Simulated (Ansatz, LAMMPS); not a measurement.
# Gap against volume in glassy 62SiO2-19Al2O3-19CaO (mol %) (118 atoms)

Density of this cell: 2.69 g/cm³. The cell holds 118 atoms: 23 Si, 14 Al, 7 Ca and 74 O. Its edges and angles: a = 11.586 Å, b = 11.407 Å, c = 11.617 Å, α = 92.4°, β = 89.6°, γ = 89.8°. The starting structure: 118 atoms (23 Si, 14 Al, 7 Ca, 74 O) placed at random at 2.57 g/cm³, melted at 4000 K for 10 ps at fixed volume with the Morse and Coulomb pair potential with partial charges (Pedone, Malavasi, Menziani, Cormack and Segre, J. Phys. Chem. B 110, 11780 (2006)). Quenched from 4000 K to 300 K at 50 K/ps and fixed volume, held 10 ps at zero pressure, then minimised at fixed cell.

Calculated with Ansatz 0.2.0: Kohn-Sham DFT, PBEsol, PAW (set soft_2), plane waves; cutoff 420 eV, Γ point, gaussian smearing of 0.05 eV. The relaxed cell was scaled evenly and the atoms were relaxed at each volume. The gap is that between the highest filled and the lowest empty Kohn-Sham level on the run's k-points.

| volume (Å³/atom) | gap (eV) |
| --- | --- |
| 11.699 | 3.649 |
| 12.219 | 3.508 |
| 12.609 | 3.416 |
| 12.999 | 3.332 |
| 13.389 | ? |
| 13.779 | 3.186 |

Task: Fit a straight line in ln V to the rows given and interpolate to the withheld row.

**Working.**

A volume deformation potential makes the spacing linear in u = ln(V/V0), with V0 = 12.999 Å³ the relaxed volume; v is the spacing.

| u = ln(V/V0) | v (eV) |
| --- | --- |
| -0.105361 | 3.6486 |
| -0.0618758 | 3.5081 |
| -0.0304587 | 3.4158 |
| 0 | 3.3323 |
| 0.0582693 | 3.1859 |

With n = 5: mean u = -0.0278852, mean v = 3.41814, Σ(u − ū)² = 0.015365, Σ(u − ū)(v − v̄) = -0.043309. Slope b = -0.043309 / 0.015365 = -2.8187; intercept a = v̄ − b ū = 3.3395.

At the withheld volume u = 0.02956, and v = a + b u.

Prediction at 13.389: 3.256 eV. The run gave 3.248 eV, so the fit is high by 0.0082 eV (0.25 % of the value).

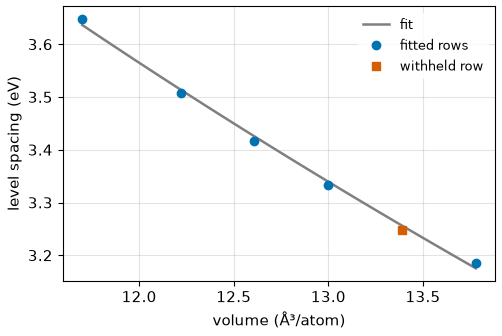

The fit, the rows that it rests on and the withheld row.

The slope, -2.82 eV, says that the spacing narrows on expansion. Among the rows given, the largest miss of the fit is at 11.699, by 0.012 eV (2.6 % of the range of the table).

Limits: The table spans 16 % in volume, wide for a linear law. Semilocal functionals tend to put gaps under measured ones. Only the Γ point is sampled. Atoms move by up to 0.5 Å in these relaxations, so the structure changes along the series. Defect or tail levels can set the spacing of a disordered cell.

[Hosts, paths, dates, database ids (printed as entryN), source tags and the programs' standing remarks are cut or masked in the printed files.]
